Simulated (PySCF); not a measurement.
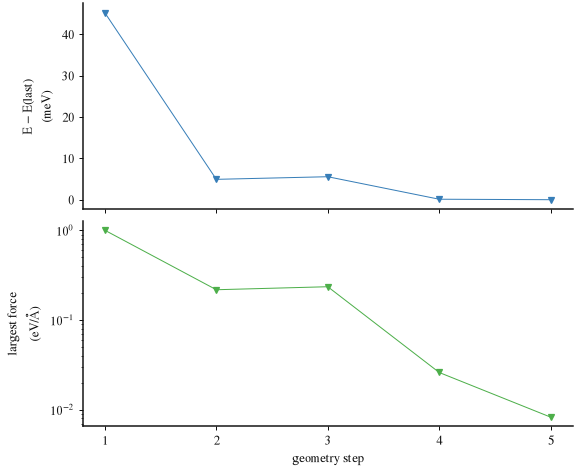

History of a geometry optimisation.

C4H5 (SMILES C#C[CH]C), multiplicity 2; PySCF, PBE0-D3(BJ)/def2-SVP, geometry optimisation.

How did it end, and what did it gain?

Answer. The optimisation met its thresholds at geometry 5, counting the start as the first. The energy fell by about 45 meV from the first step to the last, with a rise at step 3. The largest force goes from about 1 eV/Å at the start to 8 × 10⁻³ eV/Å at the end.
